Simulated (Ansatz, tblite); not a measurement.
# The cluster Al₄Sb₄: rung by rung

How do method and basis change the picture of the cluster Al₄Sb₄ (singlet)?

The runs use Ansatz 0.2.0, Gaussian basis; as each input shows.

Levels to be run: GFN1-xTB, GFN2-xTB, PBE-D4/def2-TZVP, r2SCAN-D4/def2-TZVP, r2SCANh-D4/def2-TZVP, PBE-D4/def2-SVP, PBE0-D4/def2-SVP, PBE-D4/def2-TZVPD, CCSD(T)/def2-SVP, RPA/def2-SVP.

12 further runs of the same task are left out: 9 that didn't finish, 3 set aside as unsound or not needed. Runs told in other sessions of the task aren't counted.

**1. The structure**

The geometry is that of the singlet, from an earlier relaxation (r2SCAN-D4/def2-SVP). At that level it is the lowest of the isomers that a small search found.

8 atoms, charge 0, spin multiplicity 1.

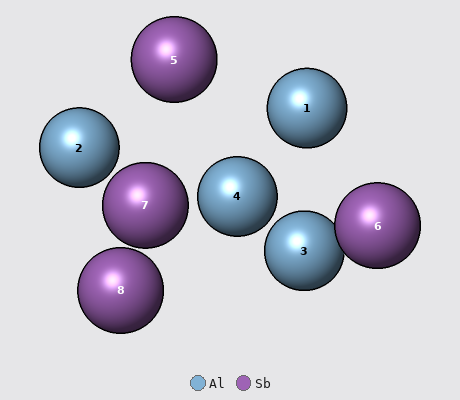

The structure; aluminium light blue, antimony purple; atoms are numbered from 1 in the order of the file.

Sb takes a core potential in the def2 sets. No spin-orbit coupling is included.

PBE0-D4/def2-TZVP was run before; its log isn't repeated, and its numbers join the tables.

**2. GFN1-xTB**

Tight binding, by tblite at 300 K electronic temperature and without a spin-polarisation term:

```python
tblite.interface.Calculator('GFN1-xTB', numbers, positions, charge=0, uhf=0).singlepoint()
```

Energy -413.1395 eV, HOMO -7.77 eV, LUMO -7.52 eV; 0.017 s.

**3. GFN2-xTB**

Tight binding, by tblite at 300 K electronic temperature and without a spin-polarisation term:

```python
tblite.interface.Calculator('GFN2-xTB', numbers, positions, charge=0, uhf=0).singlepoint()
```

Energy -353.2979 eV, HOMO -7.89 eV, LUMO -7.54 eV; 0.036 s.

**4. PBE-D4/def2-TZVP**

start.molden holds the orbitals of an earlier run on this state, given as this run's starting guess.

in.yaml

```yaml
crystal:
  periodic: [false, false, false]
  atoms:
    - {symbol: Al, position_ang: [-0.643246, -0.324221, 2.256852]}
    - {symbol: Al, position_ang: [1.575752, 2.171968, -1.343214]}
    - {symbol: Al, position_ang: [-0.768712, -2.382553, 0.689131]}
    - {symbol: Al, position_ang: [-0.776119, 0.537243, -0.539938]}
    - {symbol: Sb, position_ang: [1.069176, 1.616121, 1.334018]}
    - {symbol: Sb, position_ang: [-2.836355, -0.719426, 0.336243]}
    - {symbol: Sb, position_ang: [1.669702, -0.923463, -0.065905]}
    - {symbol: Sb, position_ang: [0.709780, 0.024332, -2.667178]}
basis:
  gaussian: {orbitals: def2-TZVP, initial_orbitals: start.molden}
hamiltonian: {xc: pbe, dispersion: d4}
scf: {omitted_lower_state_checks: [starts]}
output: {orbitals: {seedname: orbitals}}
```

On the command line:

```sh
$ ansatz run in.yaml --threads 4 --pin off --events-out ev --progress --plain --max-ram 4787MiB
```

Output:

```text
Functional definition: PBE
  name "PBE"
  cite "Perdew, Burke & Ernzerhof, Phys. Rev. Lett. 77, 3865 (1996) doi:10.1103/PhysRevLett.77.3865"
  parent pbe
  parameter kappa = 0.804
  parameter beta = 0.06672455060314922
  exchange = pbe_x(kappa = kappa, mu = beta*pi^2/3)
  correlation = pbe_c(beta = beta)
these checks for a lower state are left out or cut short: starts
2568 factors; their error is unknown
mean field evaluation 1: about -52529.9920 eV, gradient 1.4e1 eV
mean field evaluation 2: about -52530.1980 eV, gradient 3.1e-1 eV
mean field evaluation 4: about -52530.1739 eV, gradient 1.9e-1 eV
mean field -52530.17392470 eV, -1930.4482855020 hartree, gradient 7.6e-5 eV, S^2 0.000000; 0 other end points of the search recorded, 0 dependent functions left out
reference -52530.17396575 eV, -1930.4482870107 hartree; 72, 72 occupied and 276, 276 virtual orbitals, 2568 factors
Total energy: -52530.98728554 eV, -1930.4781759616 hartree
Checks for a lower state left out: starts
```

Wall time 11 s (4 threads of Arm Neoverse V1, shared host); peak memory 0.95 GiB.

From the report: HOMO -4.61 eV, LUMO -3.93 eV.

**5. r2SCAN-D4/def2-TZVP**

in.yaml, as its differences from that of step 4:

```diff
@@ -13,3 +13,3 @@
   gaussian: {orbitals: def2-TZVP, initial_orbitals: start.molden}
-hamiltonian: {xc: pbe, dispersion: d4}
+hamiltonian: {xc: r2scan, dispersion: d4}
 scf: {omitted_lower_state_checks: [starts]}
```

Launched as before.

Output:

```text
Functional definition: r2SCAN
  name "r2SCAN"
  cite "Furness, Kaplan, Ning, Perdew & Sun, J. Phys. Chem. Lett. 11, 8208 (2020) doi:10.1021/acs.jpclett.0c02405"
  cite "Furness, Kaplan, Ning, Perdew & Sun, J. Phys. Chem. Lett. 11, 9248 (2020) doi:10.1021/acs.jpclett.0c03077"
  parent r2scan
  parameter k0 = 0.174
  parameter k1 = 0.065
  parameter a1 = 4.9479
  exchange = r2scan_x(k0 = k0, k1 = k1, a1 = a1)
  correlation = r2scan_c
these checks for a lower state are left out or cut short: starts
2568 factors; their error is unknown
mean field evaluation 1: about -52551.8941 eV, gradient 1.0e1 eV
mean field evaluation 2: about -52552.0065 eV, gradient 1.8e-1 eV
mean field evaluation 4: about -52551.9826 eV, gradient 1.6e-3 eV
mean field -52551.98262397 eV, -1931.2497404178 hartree, gradient 1.8e-5 eV, S^2 0.000000; 0 other end points of the search recorded, 0 dependent functions left out
reference -52551.98263651 eV, -1931.2497408786 hartree; 72, 72 occupied and 276, 276 virtual orbitals, 2568 factors
Total energy: -52552.14039593 eV, -1931.2555384301 hartree
Checks for a lower state left out: starts
```

Run time: 28 s. Hardware: 4 threads of Arm Neoverse V1, shared host; peak memory 0.99 GiB.

From the report: HOMO -4.75 eV, LUMO -4.00 eV.

**6. r2SCANh-D4/def2-TZVP**

in.yaml, as its differences from that of step 5:

```diff
@@ -13,4 +13,4 @@
   gaussian: {orbitals: def2-TZVP, initial_orbitals: start.molden}
-hamiltonian: {xc: r2scan, dispersion: d4}
+hamiltonian: {xc: {name: r2SCANh}, dispersion: d4}
 scf: {omitted_lower_state_checks: [starts]}
-output: {orbitals: {seedname: orbitals}}
+output: {forces: true, orbitals: {seedname: orbitals}}
```

Same command.

Output (excerpt; [...] marks lines left out):

```text
Functional definition: r2SCANh
  name "r2SCANh"
  cite "Bursch, Neugebauer, Ehlert & Grimme, J. Chem. Phys. 156, 134105 (2022) doi:10.1063/5.0086040"
  cite "Furness, Kaplan, Ning, Perdew & Sun, J. Phys. Chem. Lett. 11, 8208 (2020) doi:10.1021/acs.jpclett.0c02405"
  cite "Furness, Kaplan, Ning, Perdew & Sun, J. Phys. Chem. Lett. 11, 9248 (2020) doi:10.1021/acs.jpclett.0c03077"
  parent r2scan
[...]
2580 factors; their error is unknown
[...]
mean field -52550.32867885 eV, -1931.1889590554 hartree, gradient 2.0e-5 eV, S^2 0.000000; 0 other end points of the search recorded, 0 dependent functions left out
[...]
reference -52550.32869036 eV, -1931.1889594787 hartree; 72, 72 occupied and 276, 276 virtual orbitals, 2580 factors
Total energy: -52550.51643909 eV, -1931.1958591172 hartree
Atom 0 at    -0.643246    -0.324221     2.256852 Å, force     0.015802     0.031687    -0.060042 eV/Å
Atom 1 at     1.575752     2.171968    -1.343214 Å, force    -0.024280    -0.099636     0.040254 eV/Å
Atom 2 at    -0.768712    -2.382553     0.689131 Å, force    -0.025412     0.069867    -0.021137 eV/Å
Atom 3 at    -0.776119     0.537243    -0.539938 Å, force     0.082539    -0.072416     0.012583 eV/Å
Atom 4 at     1.069176     1.616121     1.334018 Å, force    -0.036109    -0.184869    -0.138570 eV/Å
Atom 5 at    -2.836355    -0.719426     0.336243 Å, force     0.154241    -0.001218     0.011194 eV/Å
Atom 6 at     1.669702    -0.923463    -0.065905 Å, force    -0.187412     0.248199    -0.074943 eV/Å
Atom 7 at     0.709780     0.024332    -2.667178 Å, force     0.020630     0.008387     0.230663 eV/Å
Dipole moment:     0.132288     0.128951     0.026276 e Å
Checks for a lower state left out: starts
```

It took 68 s on 4 threads of Arm Neoverse V1, shared host; peak memory 2.1 GiB.

Report: HOMO -4.97 eV, LUMO -3.83 eV.

**7. PBE-D4/def2-SVP**

in.yaml, as its differences from that of step 6:

```diff
@@ -12,5 +12,5 @@
 basis:
-  gaussian: {orbitals: def2-TZVP, initial_orbitals: start.molden}
-hamiltonian: {xc: {name: r2SCANh}, dispersion: d4}
+  gaussian: {orbitals: def2-SVP, initial_orbitals: start.molden}
+hamiltonian: {xc: pbe, dispersion: d4}
 scf: {omitted_lower_state_checks: [starts]}
-output: {forces: true, orbitals: {seedname: orbitals}}
+output: {orbitals: {seedname: orbitals}}
```

Same command.

Output:

```text
Functional definition: PBE
  name "PBE"
  cite "Perdew, Burke & Ernzerhof, Phys. Rev. Lett. 77, 3865 (1996) doi:10.1103/PhysRevLett.77.3865"
  parent pbe
  parameter kappa = 0.804
  parameter beta = 0.06672455060314922
  exchange = pbe_x(kappa = kappa, mu = beta*pi^2/3)
  correlation = pbe_c(beta = beta)
these checks for a lower state are left out or cut short: starts
2036 factors; their error is unknown
mean field evaluation 1: about -52519.6606 eV, gradient 4.2e1 eV
mean field evaluation 2: about -52520.0581 eV, gradient 8.4e-1 eV
mean field evaluation 4: about -52520.0043 eV, gradient 4.9e-2 eV
mean field -52520.00433808 eV, -1930.0745600868 hartree, gradient 2.2e-5 eV, S^2 0.000000; 0 other end points of the search recorded, 0 dependent functions left out
reference -52520.00437650 eV, -1930.0745614990 hartree; 72, 72 occupied and 104, 104 virtual orbitals, 2036 factors
Total energy: -52520.81769629 eV, -1930.1044504499 hartree
Checks for a lower state left out: starts
```

Run time: 4.8 s. Hardware: 4 threads of Arm Neoverse V1, shared host.

Report: HOMO -4.66 eV, LUMO -3.97 eV.

**8. PBE0-D4/def2-SVP**

in.yaml, as its differences from that of step 7:

```diff
@@ -13,3 +13,3 @@
   gaussian: {orbitals: def2-SVP, initial_orbitals: start.molden}
-hamiltonian: {xc: pbe, dispersion: d4}
+hamiltonian: {xc: pbe0, dispersion: d4}
 scf: {omitted_lower_state_checks: [starts]}
```

Launched as before.

Output:

```text
Functional definition: PBE0
  name "PBE0"
  cite "Adamo & Barone, J. Chem. Phys. 110, 6158 (1999) doi:10.1063/1.478522"
  cite "Perdew, Burke & Ernzerhof, Phys. Rev. Lett. 77, 3865 (1996) doi:10.1103/PhysRevLett.77.3865"
  parent pbe
  parameter a = 0.25
  parameter kappa = 0.804
  parameter beta = 0.06672455060314922
  exchange = (1 - a)*pbe_x(kappa = kappa, mu = beta*pi^2/3) + a*exact_x
  correlation = pbe_c(beta = beta)
these checks for a lower state are left out or cut short: starts
1968 factors; integrals over basis functions are off by at most 5.3e-4 eV
mean field evaluation 1: about -52522.7408 eV, gradient 4.0e1 eV
mean field evaluation 2: about -52522.9794 eV, gradient 4.7e-1 eV
mean field evaluation 4: about -52523.1470 eV, gradient 3.2e-3 eV
mean field -52523.14698650 eV, -1930.1900502862 hartree, gradient 2.5e-5 eV, S^2 0.000000; 0 other end points of the search recorded, 0 dependent functions left out
reference -52523.14701552 eV, -1930.1900513525 hartree; 72, 72 occupied and 104, 104 virtual orbitals, 1968 factors
Total energy: -52523.86283958 eV, -1930.2163574017 hartree
Checks for a lower state left out: starts
```

Run time: 10 s. Hardware: 4 threads of Arm Neoverse V1, shared host; peak memory 0.72 GiB.

Report: HOMO -5.28 eV, LUMO -3.59 eV.

**9. PBE-D4/def2-TZVPD**

in.yaml, as its differences from that of step 8:

```diff
@@ -12,4 +12,4 @@
 basis:
-  gaussian: {orbitals: def2-SVP, initial_orbitals: start.molden}
-hamiltonian: {xc: pbe0, dispersion: d4}
+  gaussian: {orbitals: def2-TZVPD, initial_orbitals: start.molden}
+hamiltonian: {xc: pbe, dispersion: d4}
 scf: {omitted_lower_state_checks: [starts]}
```

Launched as before.

Output:

```text
Functional definition: PBE
  name "PBE"
  cite "Perdew, Burke & Ernzerhof, Phys. Rev. Lett. 77, 3865 (1996) doi:10.1103/PhysRevLett.77.3865"
  parent pbe
  parameter kappa = 0.804
  parameter beta = 0.06672455060314922
  exchange = pbe_x(kappa = kappa, mu = beta*pi^2/3)
  correlation = pbe_c(beta = beta)
these checks for a lower state are left out or cut short: starts
2708 factors; their error is unknown
mean field evaluation 1: about -52529.9816 eV, gradient 1.5e1 eV
mean field evaluation 2: about -52530.2165 eV, gradient 3.5e-1 eV
mean field evaluation 4: about -52530.2032 eV, gradient 1.8e-1 eV
mean field -52530.20321327 eV, -1930.4493618370 hartree, gradient 7.1e-5 eV, S^2 0.000000; 0 other end points of the search recorded, 0 dependent functions left out
reference -52530.20326315 eV, -1930.4493636701 hartree; 72, 72 occupied and 324, 324 virtual orbitals, 2708 factors
Total energy: -52531.01658294 eV, -1930.4792526210 hartree
Checks for a lower state left out: starts
```

It took 16 s on 4 threads of Arm Neoverse V1, shared host; peak memory 1.3 GiB.

HOMO -4.61 eV, LUMO -3.93 eV.

**10. CCSD(T)/def2-SVP**

in.yaml, as its differences from that of step 9:

```diff
@@ -12,4 +12,4 @@
 basis:
-  gaussian: {orbitals: def2-TZVPD, initial_orbitals: start.molden}
-hamiltonian: {xc: pbe, dispersion: d4}
+  gaussian: {orbitals: def2-SVP, initial_orbitals: start.molden}
+correlation: {method: ccsd_t}
 scf: {omitted_lower_state_checks: [starts]}
```

Launched as before.

Output (excerpt; [...] marks lines left out):

```text
Functional definition: HF
  name "HF"
  cite "Fock, Z. Phys. 61, 126 (1930) doi:10.1007/BF01340294"
  parent pbe
[...]
1968 factors; integrals over basis functions are off by at most 5.3e-4 eV
[...]
mean field -52367.67216753 eV, -1924.4764560738 hartree, gradient 2.5e-6 eV, S^2 0.000000; 0 other end points of the search recorded, 0 dependent functions left out; unrestricted orbitals would lower it
36 core orbitals not correlated: weight in the atoms' cores, before any rotation towards them, 1.000 or more for the frozen orbitals, at most 0.000 for the correlated occupied ones
reference -52367.67216753 eV, -1924.4764560738 hartree; 36, 36 occupied and 104, 104 virtual orbitals, 1968 factors
second order -20.49714711 eV of doubles, -0.00000000 eV of singles
cycle   1  -19.11114795 eV  change     1.4e0 eV  update   2.7e-1
[...]
cycle  15  -20.42619573 eV  change   -7.0e-5 eV  update   4.6e-5
perturbative correction -1.70377440 eV, -0.0626125542 hartree
Total energy: -52389.80213766 eV, -1925.2897174758 hartree
Checks for a lower state left out: starts
```

Wall time 2.9 min (4 threads of Arm Neoverse V1, shared host); peak memory 2.1 GiB.

From the report: Hartree-Fock HOMO -6.30 eV, LUMO -1.49 eV; T1 0.021. Doubts: large T1 diagnostic, restricted state is unstable towards broken spin symmetry.

**11. RPA/def2-SVP**

in.yaml, as its differences from that of step 10:

```diff
@@ -13,4 +13,4 @@
   gaussian: {orbitals: def2-SVP, initial_orbitals: start.molden}
-correlation: {method: ccsd_t}
+hamiltonian: {xc: pbe}
+correlation: {method: rpa}
 scf: {omitted_lower_state_checks: [starts]}
-output: {orbitals: {seedname: orbitals}}
```

The command is unchanged.

Output (excerpt; [...] marks lines left out):

```text
Functional definition: PBE
  name "PBE"
  cite "Perdew, Burke & Ernzerhof, Phys. Rev. Lett. 77, 3865 (1996) doi:10.1103/PhysRevLett.77.3865"
  parent pbe
[...]
1968 factors; integrals over basis functions are off by at most 5.3e-4 eV
[...]
mean field -52520.00432327 eV, -1930.0745595428 hartree, gradient 2.8e-6 eV, S^2 0.000000; 0 other end points of the search recorded, 0 dependent functions left out
36 core orbitals not correlated: weight in the atoms' cores, before any rotation towards them, 1.000 or more for the frozen orbitals, at most 0.000 for the correlated occupied ones
reference -52365.55031448 eV, -1924.3984794123 hartree; 36, 36 occupied and 104, 104 virtual orbitals, 1968 factors
Total energy: -52397.04159029 eV, -1925.5557624528 hartree
Checks for a lower state left out: starts
```

Run time: 13 s. Hardware: 4 threads of Arm Neoverse V1, shared host.

**12. Comparison**

| level | functions | HOMO (eV) | LUMO (eV) | gap (eV) | time |
| --- | --- | --- | --- | --- | --- |
| PBE-D4/def2-SVP | 176 | -4.66 | -3.97 | 0.68 | 4.8 s |
| PBE-D4/def2-TZVP | 348 | -4.61 | -3.93 | 0.68 | 11 s |
| PBE-D4/def2-TZVPD | 396 | -4.61 | -3.93 | 0.68 | 16 s |
| r2SCAN-D4/def2-TZVP | 348 | -4.75 | -4.00 | 0.75 | 28 s |
| r2SCANh-D4/def2-TZVP | 348 | -4.97 | -3.83 | 1.14 | 68 s |
| PBE0-D4/def2-SVP | 176 | -5.28 | -3.59 | 1.69 | 10 s |
| PBE0-D4/def2-TZVP | 348 | -5.22 | -3.51 | 1.70 | 29 s |

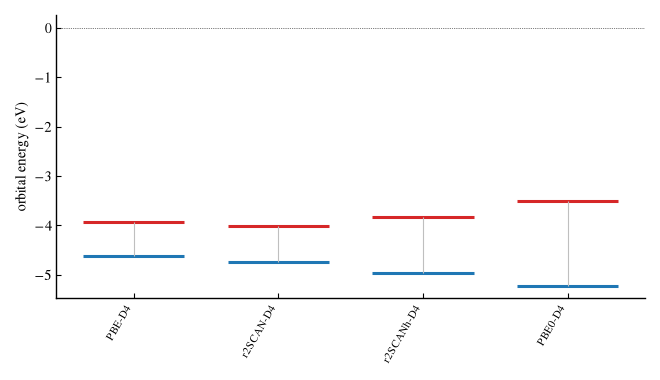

Highest filled (blue) and lowest empty (red) level in def2-TZVP.

Energy pieces by basis (eV):

| basis | HF | MP2 correlation | CCSD correlation | (T) | total |
| --- | --- | --- | --- | --- | --- |
| def2-SVP | -52367.6722 | -20.4971 | -20.4262 | -1.7038 | -52389.8021 |

**13. Binding energy**

Free atoms were run apart at each level; binding is atoms less cluster, divided by the number of atoms, without zero-point or spin-orbit terms.

| level | binding an atom (eV) |
| --- | --- |
| HF/def2-SVP† | 0.768 |
| PBE-D4/def2-SVP | 2.487 |
| PBE-D4/def2-TZVP | 2.511 |
| PBE-D4/def2-TZVPD | 2.512 |
| r2SCAN-D4/def2-TZVP | 2.356 |
| r2SCANh-D4/def2-TZVP | 2.312 |
| PBE0-D4/def2-SVP | 2.333 |
| PBE0-D4/def2-TZVP | 2.370 |
| RPA/def2-SVP | 1.829 |
| MP2/def2-SVP† | 2.046 |
| CCSD/def2-SVP† | 1.669 |
| CCSD(T)/def2-SVP† | 1.858 |

† marks a level with a doubtful state (flagged, unstable or spin-contaminated).

**14. Summary of results**

```
                                                 quantity                                  value
gap in def2-TZVP, named functionals, smallest and largest    0.68 eV (PBE-D4), 1.70 eV (PBE0-D4)
                     correlation energy, CCSD(T)/def2-SVP                              -22.13 eV
                binding an atom, functionals in def2-TZVP  2.31 (r2SCANh-D4) to 2.51 eV (PBE-D4)
          PBE0 total energy, smallest basis above largest         10.00 eV (def2-SVP, def2-TZVP)
```

**Reading.** Over the named functionals in def2-TZVP the gap runs from 0.68 eV (PBE-D4) to 1.70 eV (PBE0-D4); exact exchange widens it. Notes on CCSD(T)/def2-SVP: large T1 diagnostic.

The slowest run with a step of its own, CCSD(T)/def2-SVP, took 2.9 min; the quickest functional in def2-TZVP took 11 s (shared host).
